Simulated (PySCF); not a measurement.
```
atom    x (Å)    y (Å)    z (Å)
   F  -1.4080  -2.0702   0.8471
   C  -0.6932  -0.9898   0.4716
   C  -1.3367   0.3368   0.5022
  Si   0.0279   1.4906  -0.1845
   C   1.3637   0.1277  -0.0888
   C   0.5694  -1.1577  -0.1583
  Cl   0.2254  -1.4280  -2.0754
   H  -2.2529   0.3287  -0.0959
   H  -1.6560   0.5834   1.5186
   H   0.3092   2.6083   0.7175
   H  -0.2580   1.9321  -1.5462
   H   1.8915   0.1528   0.8665
   H   2.1175   0.1626  -0.8705
   H   1.0995  -2.0776   0.0737
```

Geometry: GFN2-xTB.

These are results of PySCF, UKS B3LYP, pcH-1 on C Cl F H Si, non-relativistic, mean-field spin-orbit, GIAO, not measurements.

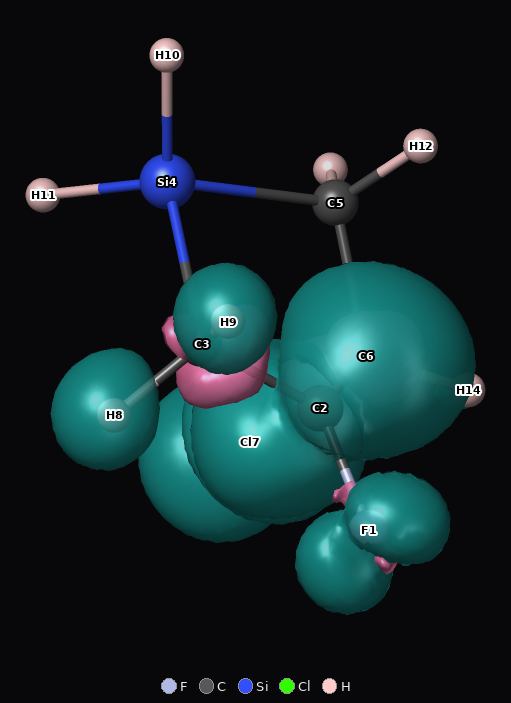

C4H7ClFSi (doublet). Isosurfaces of the spin density (α minus β) at +0.015 (teal) and −0.015 e/Å³ (pink), seen at an oblique angle.

### Which atoms carry the spin?

The unpaired spin (1 electron) lies mostly on C2 (about 0.5), Cl7 (about 0.2) and F1 (about 0.1), in electrons by Hirshfeld's partition.
